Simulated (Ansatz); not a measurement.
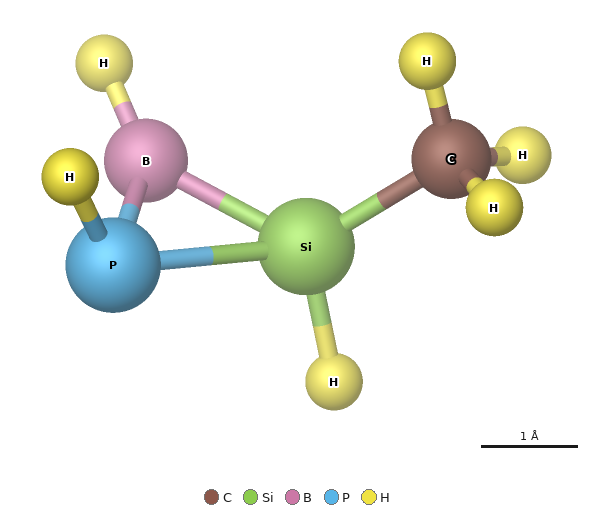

*The input geometry (ball-and-stick view, seen at a tilt).*

# Molecular dynamics, with input and output: CH₆BPSi

System: CH₆BPSi, SMILES C[SiH]1BP1.
Method: RKS BLYP/6-31G* (Ansatz 0.2.0).

The geometry comes from this level: PBE0-D4/def2-TZVP.

**The input**
```yaml
crystal:
  periodic: [false, false, false]
  atoms:
    - {symbol: C, position_ang: [-1.318828, 0.605756, -0.765329]}
    - {symbol: Si, position_ang: [-0.305547, -0.671058, 0.145292]}
    - {symbol: B, position_ang: [1.029438, -0.196946, 1.471360]}
    - {symbol: P, position_ang: [1.952866, -0.979465, 0.074368]}
    - {symbol: H, position_ang: [-1.341244, 0.390872, -1.835961]}
    - {symbol: H, position_ang: [-2.347717, 0.596303, -0.395220]}
    - {symbol: H, position_ang: [-0.907477, 1.605188, -0.616761]}
    - {symbol: H, position_ang: [-0.802376, -2.050197, -0.078261]}
    - {symbol: H, position_ang: [1.266726, 0.603806, 2.315100]}
    - {symbol: H, position_ang: [2.857358, 0.044639, -0.311586]}
basis:
  gaussian: {orbitals: "6-31G*"}
hamiltonian: {xc: {name: BLYP}}
md: {timestep: 0.5 fs, n_steps: 20, ensemble: nve, temperature: 500, initial_velocities: maxwell_boltzmann, seed: 719}
```

Launch command:
```bash
ansatz run in.yaml --threads 2 --pin off --events-out ev --progress --plain --max-ram 4352MiB
```

**What the program printed**
```
Functional definition: BLYP
  name "BLYP"
  cite "Becke, Phys. Rev. A 38, 3098 (1988) doi:10.1103/PhysRevA.38.3098"
  cite "Lee, Yang & Parr, Phys. Rev. B 37, 785 (1988) doi:10.1103/PhysRevB.37.785"
  parameter beta = 0.0042
  parameter a = 0.04918
  parameter b = 0.132
  parameter c = 0.2533
  parameter d = 0.349
  exchange = b88_x(beta = beta)
  correlation = lyp_c(a = a, b = b, c = c, d = d)
988 factors; their error is unknown
mean field evaluation 1: about -18965.2586 eV, gradient 5.6e1 eV
mean field evaluation 2: about -18951.9150 eV, gradient 8.1e1 eV
mean field evaluation 4: about -18973.4161 eV, gradient 8.9e0 eV
mean field evaluation 8: about -18973.7087 eV, gradient 1.9e-1 eV
mean field evaluation 16: about -18973.6335 eV, gradient 3.3e-4 eV
mean field -18973.63354558 eV, -697.2681720093 hartree, gradient 5.9e-5 eV, S^2 0.000000; 0 other end points of the search recorded, 0 dependent functions left out
the calculation of the forces begins
reference -18973.63387358 eV, -697.2681840632 hartree; 23, 23 occupied and 57, 57 virtual orbitals, 988 factors
md step     0: t =     0.00 fs  T =   500.0 K  F+E_penalty+E_count = -18973.63354558 eV  E_kin = 0.517040 eV  conserved = -18973.11650558 eV  (28 SCF iters)
these checks for a lower state are left out or cut short: starts, cluster_reference, orbital_swaps, neighbouring_geometries, increment
988 factors; their error is unknown
mean field -18973.60914048 eV, -697.2672751384 hartree, gradient 1.8e-5 eV, S^2 0.000000; 0 other end points of the search recorded, 0 dependent functions left out
[... from here on the field's lines of each further geometry are left out, up to the last ...]
md step     1: t =     0.50 fs  T =   476.7 K  F+E_penalty+E_count = -18973.60914048 eV  E_kin = 0.492983 eV  conserved = -18973.11615719 eV  (30 SCF iters)
md step     2: t =     1.00 fs  T =   431.1 K  F+E_penalty+E_count = -18973.56105183 eV  E_kin = 0.445804 eV  conserved = -18973.11524744 eV  (31 SCF iters)
md step     3: t =     1.50 fs  T =   377.1 K  F+E_penalty+E_count = -18973.50399058 eV  E_kin = 0.389930 eV  conserved = -18973.11406100 eV  (31 SCF iters)
md step     4: t =     2.00 fs  T =   332.0 K  F+E_penalty+E_count = -18973.45645442 eV  E_kin = 0.343305 eV  conserved = -18973.11314985 eV  (30 SCF iters)
md step     5: t =     2.50 fs  T =   308.9 K  F+E_penalty+E_count = -18973.43244094 eV  E_kin = 0.319449 eV  conserved = -18973.11299170 eV  (31 SCF iters)
md step     6: t =     3.00 fs  T =   310.2 K  F+E_penalty+E_count = -18973.43443403 eV  E_kin = 0.320819 eV  conserved = -18973.11361511 eV  (30 SCF iters)
md step     7: t =     3.50 fs  T =   327.2 K  F+E_penalty+E_count = -18973.45295285 eV  E_kin = 0.338363 eV  conserved = -18973.11458980 eV  (31 SCF iters)
md step     8: t =     4.00 fs  T =   345.6 K  F+E_penalty+E_count = -18973.47281681 eV  E_kin = 0.357427 eV  conserved = -18973.11538976 eV  (31 SCF iters)
md step     9: t =     4.50 fs  T =   353.3 K  F+E_penalty+E_count = -18973.48103857 eV  E_kin = 0.365310 eV  conserved = -18973.11572870 eV  (31 SCF iters)
md step    10: t =     5.00 fs  T =   344.1 K  F+E_penalty+E_count = -18973.47143656 eV  E_kin = 0.355827 eV  conserved = -18973.11560959 eV  (30 SCF iters)
md step    11: t =     5.50 fs  T =   318.9 K  F+E_penalty+E_count = -18973.44494688 eV  E_kin = 0.329755 eV  conserved = -18973.11519161 eV  (31 SCF iters)
md step    12: t =     6.00 fs  T =   283.1 K  F+E_penalty+E_count = -18973.40740448 eV  E_kin = 0.292749 eV  conserved = -18973.11465519 eV  (31 SCF iters)
md step    13: t =     6.50 fs  T =   244.3 K  F+E_penalty+E_count = -18973.36679874 eV  E_kin = 0.252661 eV  conserved = -18973.11413797 eV  (31 SCF iters)
md step    14: t =     7.00 fs  T =   210.2 K  F+E_penalty+E_count = -18973.33104739 eV  E_kin = 0.217318 eV  conserved = -18973.11372896 eV  (32 SCF iters)
md step    15: t =     7.50 fs  T =   186.6 K  F+E_penalty+E_count = -18973.30649189 eV  E_kin = 0.193011 eV  conserved = -18973.11348108 eV  (32 SCF iters)
md step    16: t =     8.00 fs  T =   177.5 K  F+E_penalty+E_count = -18973.29697352 eV  E_kin = 0.183549 eV  conserved = -18973.11342415 eV  (31 SCF iters)
md step    17: t =     8.50 fs  T =   183.5 K  F+E_penalty+E_count = -18973.30331417 eV  E_kin = 0.189744 eV  conserved = -18973.11357053 eV  (32 SCF iters)
md step    18: t =     9.00 fs  T =   202.3 K  F+E_penalty+E_count = -18973.32312481 eV  E_kin = 0.209213 eV  conserved = -18973.11391206 eV  (30 SCF iters)
md step    19: t =     9.50 fs  T =   228.8 K  F+E_penalty+E_count = -18973.35099262 eV  E_kin = 0.236584 eV  conserved = -18973.11440901 eV  (31 SCF iters)
the calculation of the forces begins
reference -18973.37954485 eV, -697.2588376546 hartree; 23, 23 occupied and 57, 57 virtual orbitals, 988 factors
988 factors; their error is unknown
mean field evaluation 192: about -18973.3792 eV, gradient 6.3e-2 eV
mean field -18973.37921238 eV, -697.2588254367 hartree, gradient 2.3e-5 eV, S^2 0.000000; 1 other end points of the search recorded, 0 dependent functions left out
the calculation of the forces begins
reference -18973.37954485 eV, -697.2588376546 hartree; 23, 23 occupied and 57, 57 virtual orbitals, 988 factors
md step    20: t =    10.00 fs  T =   255.5 K  F+E_penalty+E_count = -18973.37921238 eV  E_kin = 0.264242 eV  conserved = -18973.11497063 eV  (30 SCF iters)
```

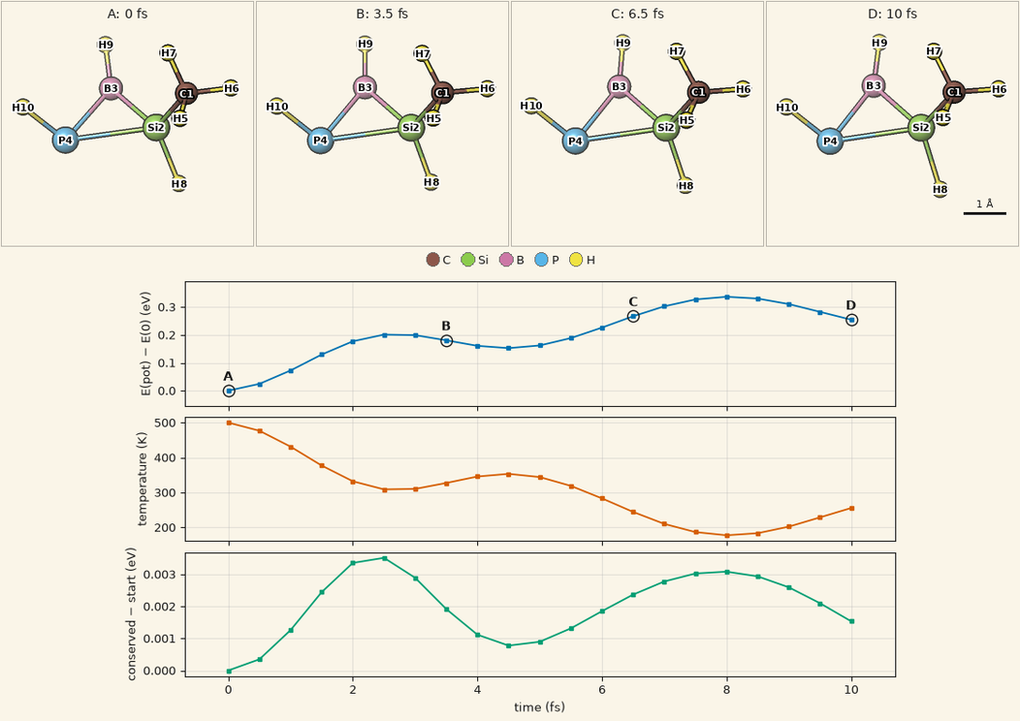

*Frames of the molecular dynamics (ball-and-stick, seen at an oblique angle) above the curves, on which the letters mark them.*

The trajectory kept here has 21 frames over 10 fs. The temperature starts at 500 K, ranges from 178 to 500 K and averages 240 K over the second half. The potential energy ends 0.254 eV above its first value. The conserved quantity stays within 0.0035 eV. After an unweighted best fit of the last frame on the first, the root-mean-square displacement is 0.10 Å.

```
Total energy: -18973.37954485 eV, -697.2588376546 hartree
Atom 0 at    -1.394536     0.655376    -0.807281 Å, force     1.434405    -0.982125    -0.196285 eV/Å
Atom 1 at    -0.300651    -0.684461     0.151715 Å, force    -1.005074    -0.469530    -0.171850 eV/Å
Atom 2 at     1.083986    -0.147835     1.512972 Å, force    -0.851168    -0.525536    -0.217932 eV/Å
Atom 3 at     1.961888    -1.000429     0.065917 Å, force     0.724803     0.493563     0.609584 eV/Å
Atom 4 at    -1.304840     0.454386    -1.920309 Å, force    -0.323467     0.400974     0.978084 eV/Å
Atom 5 at    -2.420491     0.585471    -0.431151 Å, force    -0.204724     0.150341    -0.168180 eV/Å
Atom 6 at    -0.910503     1.610655    -0.519750 Å, force    -0.427191    -0.012918    -0.333146 eV/Å
Atom 7 at    -0.703612    -2.185300    -0.139057 Å, force     0.151559     1.138477     0.188528 eV/Å
Atom 8 at     1.065577     0.586876     2.478335 Å, force     0.445266    -0.181795    -0.469182 eV/Å
Atom 9 at     2.902631     0.038201    -0.256408 Å, force     0.055590    -0.011452    -0.219622 eV/Å
Dipole moment:    -0.206307     0.272828    -0.144859 e Å
```

**Trajectory as extended XYZ (Å, eV, eV/Å), 10 of the 21 frames kept, from step=0 to step=20**
```
10
Properties=species:S:1:pos:R:3:forces:R:3 step=0 time_fs=0.0 energy=-18973.63355 temperature=500.0
C    -1.3188    0.6058   -0.7653   -0.0927   0.0787  -0.1198
Si   -0.3055   -0.6711    0.1453   -0.3069  -0.1991   0.2592
B     1.0294   -0.1969    1.4714   -0.0647   0.1181   0.3647
P     1.9529   -0.9795    0.0744    0.5616  -0.4945  -0.2089
H    -1.3412    0.3909   -1.8360   -0.0370  -0.0242  -0.3509
H    -2.3477    0.5963   -0.3952   -0.3377   0.0286   0.0967
H    -0.9075    1.6052   -0.6168    0.0955   0.3327   0.0252
H    -0.8024   -2.0502   -0.0783   -0.0981  -0.1950  -0.0659
H     1.2667    0.6038    2.3151    0.0310   0.1039   0.1269
H     2.8574    0.0446   -0.3116    0.2491   0.2508  -0.1272
10
Properties=species:S:1:pos:R:3:forces:R:3 step=2 time_fs=1.0 energy=-18973.56105 temperature=431.1
C    -1.3282    0.6134   -0.7745   -0.1292  -0.4404   1.6125
Si   -0.3045   -0.6738    0.1455   -0.2107   0.5039   0.3332
B     1.0370   -0.1908    1.4757   -0.2636  -0.1611   0.0663
P     1.9524   -0.9818    0.0735    0.7064  -0.2941  -0.1363
H    -1.3247    0.3952   -1.8012   -0.1319  -0.2765  -1.9070
H    -2.3547    0.5857   -0.3861   -0.2016   0.0978  -0.0381
H    -0.9006    1.5832   -0.6001    0.2235   0.9092   0.0728
H    -0.7782   -2.0293   -0.0768   -0.2905  -0.7358  -0.1574
H     1.2349    0.5963    2.3291    0.1445   0.2644   0.2742
H     2.8649    0.0499   -0.3017    0.1530   0.1326  -0.1202
10
Properties=species:S:1:pos:R:3:forces:R:3 step=4 time_fs=2.0 energy=-18973.45645 temperature=332.0
C    -1.3376    0.6207   -0.7825   -0.1732  -0.7212   2.8374
Si   -0.3036   -0.6763    0.1457   -0.1398   1.0921   0.3974
B     1.0444   -0.1848    1.4802   -0.4157  -0.3533  -0.1414
P     1.9521   -0.9843    0.0725    0.8641  -0.0684  -0.0707
H    -1.3093    0.3969   -1.7844   -0.1685  -0.4332  -2.8988
H    -2.3635    0.5760   -0.3773   -0.0230   0.1666  -0.1985
H    -0.8917    1.5697   -0.5828    0.2415   1.1710   0.0786
H    -0.7567   -2.0154   -0.0769   -0.4424  -1.1839  -0.2358
H     1.2045    0.5913    2.3458    0.2224   0.3400   0.3358
H     2.8738    0.0564   -0.2930    0.0347  -0.0097  -0.1042
10
Properties=species:S:1:pos:R:3:forces:R:3 step=7 time_fs=3.5 energy=-18973.45295 temperature=327.2
C    -1.3520    0.6306   -0.7902    0.1641  -0.9050   2.3349
Si   -0.3023   -0.6794    0.1464   -0.1749   1.4566   0.4166
B     1.0548   -0.1763    1.4866   -0.5691  -0.4321  -0.2091
P     1.9523   -0.9880    0.0710    1.0702   0.2548   0.0245
H    -1.2894    0.3923   -1.8092   -0.2556  -0.1327  -1.9330
H    -2.3768    0.5647   -0.3681    0.1592   0.2568  -0.4001
H    -0.8746    1.5698   -0.5557   -0.0456   0.8286  -0.0804
H    -0.7326   -2.0162   -0.0813   -0.5029  -1.3718  -0.2760
H     1.1629    0.5898    2.3765    0.2860   0.2541   0.2047
H     2.8875    0.0656   -0.2817   -0.1313  -0.2092  -0.0821
10
Properties=species:S:1:pos:R:3:forces:R:3 step=9 time_fs=4.5 energy=-18973.48104 temperature=353.3
C    -1.3615    0.6363   -0.7929    0.6792  -0.9281   1.1066
Si   -0.3015   -0.6808    0.1471   -0.3083   1.2919   0.3557
B     1.0610   -0.1712    1.4907   -0.6424  -0.3797  -0.1224
P     1.9528   -0.9904    0.0701    1.1594   0.4277   0.0917
H    -1.2791    0.3871   -1.8505   -0.3800   0.2689  -0.3824
H    -2.3840    0.5601   -0.3665    0.1690   0.2979  -0.4697
H    -0.8633    1.5802   -0.5384   -0.3621   0.3250  -0.2677
H    -0.7225   -2.0329   -0.0875   -0.4207  -1.1018  -0.2350
H     1.1385    0.5919    2.3996    0.3138   0.1011   0.0000
H     2.8953    0.0695   -0.2752   -0.2078  -0.3029  -0.0768
10
Properties=species:S:1:pos:R:3:forces:R:3 step=11 time_fs=5.5 energy=-18973.44495 temperature=318.9
C    -1.3704    0.6412   -0.7947    1.2410  -0.8724   0.0477
Si   -0.3008   -0.6818    0.1478   -0.4920   0.9057   0.2492
B     1.0667   -0.1664    1.4946   -0.7053  -0.3019   0.0009
P     1.9536   -0.9926    0.0691    1.1965   0.5512   0.1659
H    -1.2724    0.3845   -1.8957   -0.4975   0.5918   0.9329
H    -2.3896    0.5584   -0.3694    0.0933   0.3172  -0.4802
H    -0.8555    1.5939   -0.5236   -0.6527  -0.1555  -0.4490
H    -0.7164   -2.0601   -0.0959   -0.2801  -0.6156  -0.1531
H     1.1172    0.5949    2.4226    0.3420  -0.0693  -0.2324
H     2.9011    0.0705   -0.2695   -0.2454  -0.3512  -0.0820
10
Properties=species:S:1:pos:R:3:forces:R:3 step=13 time_fs=6.5 energy=-18973.36680 temperature=244.3
C    -1.3783    0.6455   -0.7964    1.6968  -0.7940  -0.6130
Si   -0.3003   -0.6825    0.1487   -0.6773   0.4490   0.1263
B     1.0718   -0.1618    1.4985   -0.7604  -0.2462   0.0990
P     1.9549   -0.9947    0.0682    1.1771   0.6205   0.2496
H    -1.2705    0.3874   -1.9322   -0.5646   0.7655   1.7398
H    -2.3944    0.5596   -0.3768   -0.0350   0.3126  -0.4404
H    -0.8538    1.6061   -0.5131   -0.8398  -0.4833  -0.5740
H    -0.7129   -2.0930   -0.1058   -0.1290  -0.0639  -0.0549
H     1.0991    0.5974    2.4435    0.3727  -0.2106  -0.4342
H     2.9046    0.0682   -0.2645   -0.2405  -0.3496  -0.0982
10
Properties=species:S:1:pos:R:3:forces:R:3 step=16 time_fs=8.0 energy=-18973.29697 temperature=177.5
C    -1.3876    0.6507   -0.8000    1.9857  -0.7634  -0.9529
Si   -0.3000   -0.6832    0.1500   -0.8886  -0.1243  -0.0358
B     1.0781   -0.1554    1.5046   -0.8228  -0.2666   0.1076
P     1.9574   -0.9974    0.0670    1.0451   0.6257   0.3943
H    -1.2776    0.4056   -1.9551   -0.5508   0.7759   2.0762
H    -2.4026    0.5671   -0.3956   -0.2156   0.2658  -0.3274
H    -0.8665    1.6155   -0.5077   -0.8607  -0.5890  -0.6049
H    -0.7097   -2.1422   -0.1213    0.0486   0.6397   0.0791
H     1.0787    0.5970    2.4667    0.4158  -0.3073  -0.5946
H     2.9057    0.0587   -0.2589   -0.1567  -0.2565  -0.1417
10
Properties=species:S:1:pos:R:3:forces:R:3 step=18 time_fs=9.0 energy=-18973.32312 temperature=202.3
C    -1.3918    0.6534   -0.8034    1.8430  -0.8407  -0.7761
Si   -0.3002   -0.6838    0.1509   -0.9696  -0.3605  -0.1147
B     1.0814   -0.1515    1.5088   -0.8458  -0.3644  -0.0069
P     1.9595   -0.9990    0.0664    0.8994   0.5737   0.5009
H    -1.2890    0.4269   -1.9460   -0.4662   0.6418   1.7684
H    -2.4103    0.5752   -0.4122   -0.2557   0.2141  -0.2449
H    -0.8852    1.6149   -0.5113   -0.7004  -0.3938  -0.5113
H    -0.7072   -2.1683   -0.1309    0.1188   0.9547   0.1449
H     1.0701    0.5933    2.4753    0.4359  -0.2799  -0.5807
H     2.9044    0.0491   -0.2568   -0.0594  -0.1450  -0.1797
10
Properties=species:S:1:pos:R:3:forces:R:3 step=20 time_fs=10.0 energy=-18973.37921 temperature=255.5
C    -1.3945    0.6554   -0.8073    1.4344  -0.9821  -0.1963
Si   -0.3007   -0.6845    0.1517   -1.0051  -0.4695  -0.1719
B     1.0840   -0.1478    1.5130   -0.8512  -0.5255  -0.2179
P     1.9619   -1.0004    0.0659    0.7248   0.4936   0.6096
H    -1.3048    0.4544   -1.9203   -0.3235   0.4010   0.9781
H    -2.4205    0.5855   -0.4312   -0.2047   0.1503  -0.1682
H    -0.9105    1.6107   -0.5198   -0.4272  -0.0129  -0.3331
H    -0.7036   -2.1853   -0.1391    0.1516   1.1385   0.1885
H     1.0656    0.5869    2.4783    0.4453  -0.1818  -0.4692
H     2.9026    0.0382   -0.2564    0.0556  -0.0115  -0.2196
```

**Key numbers**

```tsv
quantity	value
outcome	finished
mean temperature over the second half	240 K
trajectory	20 steps, 10 fs
ensemble	nve
temperature in the input	500 K
time step	0.5 fs
potential energy (last step)	−18973.3795 eV
SCF solution under orbital rotations (last step)	stable
largest force (length of the vector) (last step)	1.749 eV/Å
dipole moment (last step)	1.78 D
hardware	2 threads of Arm Neoverse V1, 23 GiB of memory available, shared host
wall time	33 s (CPU time 63 s)
peak memory	0.46 GiB
```

So short a trajectory is not equilibrated.
